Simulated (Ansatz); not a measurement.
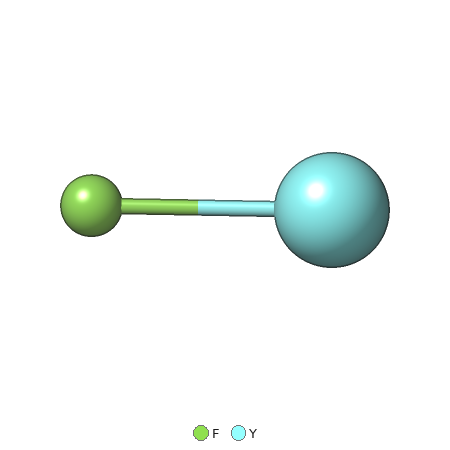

The structure as it stands in the input.

Ansatz 0.2.0 input:

```yaml
crystal:
  periodic: [false, false, false]
  atoms:
    - {symbol: F, position_ang: [0.821991, -0.274292, 0.421309]}
    - {symbol: Y, position_ang: [-0.821991, 0.274292, -0.421309]}
basis:
  gaussian: {orbitals: x2c-TZVPPall}
hamiltonian: {xc: {name: HF}}
correlation: {method: bccd_t}
```

Command:

```sh
ansatz run in.yaml --threads 2 --pin off --events-out ev --progress --plain --max-ram 32768MiB --backend cpu
```

Output:

```
Functional definition: HF
  name "HF"
  cite "Fock, Z. Phys. 61, 126 (1930) doi:10.1007/BF01340294"
  parent pbe
  exchange = exact_x
  correlation = 0
757 factors; integrals over basis functions are off by at most 1.6e-3 eV
mean field evaluation 1: about -94764.7875 eV, gradient 3.7e1 eV
mean field evaluation 2: about -94764.8309 eV, gradient 3.7e1 eV
mean field evaluation 4: about -94767.4757 eV, gradient 1.6e0 eV
mean field evaluation 8: about -94767.5110 eV, gradient 2.6e-1 eV
mean field evaluation 16: about -94767.5121 eV, gradient 2.3e-6 eV
mean field evaluation 32: about -94763.4048 eV, gradient 2.9e-4 eV
mean field evaluation 64: about -94757.5690 eV, gradient 1.4e1 eV
mean field evaluation 96: about -94764.0745 eV, gradient 1.1e-1 eV
mean field evaluation 128: about -94762.7950 eV, gradient 3.1e1 eV
mean field -94767.51213657 eV, -3482.6418352922 hartree, gradient 2.3e-6 eV, S^2 0.000000; 4 other end points of the search recorded, 0 dependent functions left out; unrestricted orbitals would lower it
determinant -94767.51213657 eV, -3482.6418352922 hartree, with singles and doubles -94781.44126221 eV, -3483.1537212179 hartree
determinant -94764.07450923 eV, -3482.5155048176 hartree, with singles and doubles -94777.74835933 eV, -3483.0180095401 hartree
determinant -94763.40481781 eV, -3482.4908941119 hartree, with singles and doubles -94777.24364013 eV, -3482.9994614517 hartree
15 core orbitals not correlated: weight in the atoms' cores, before any rotation towards them, 1.000 or more for the frozen orbitals, at most 0.000 for the correlated occupied ones
reference -94767.51213657 eV, -3482.6418352922 hartree; 9, 9 occupied and 86, 86 virtual orbitals, 757 factors
second order -13.72541533 eV of doubles, -0.00000000 eV of singles
cycle   1  -13.82697342 eV  change    -1.0e0 eV  update   3.6e-2
cycle   2  -13.86515127 eV  change   -3.8e-2 eV  update   9.4e-3
cycle   3  -13.87199694 eV  change   -6.8e-3 eV  update   4.0e-3
cycle   4  -13.86886647 eV  change    3.1e-3 eV  update   1.4e-3
cycle   5  -13.87030775 eV  change   -1.4e-3 eV  update   5.9e-4
cycle   6  -13.87010389 eV  change    2.0e-4 eV  update   2.2e-4
cycle   7  -13.87011748 eV  change   -1.4e-5 eV  update   9.0e-5
cycle   8  -13.87019792 eV  change   -8.0e-5 eV  update   4.5e-5
cycle   9  -13.87017909 eV  change    1.9e-5 eV  update   2.2e-5
perturbative correction -0.53236903 eV, -0.0195642010 hartree
Total energy: -94781.91468469 eV, -3483.1711191733 hartree
Relativity: scalar
```

The run converged.
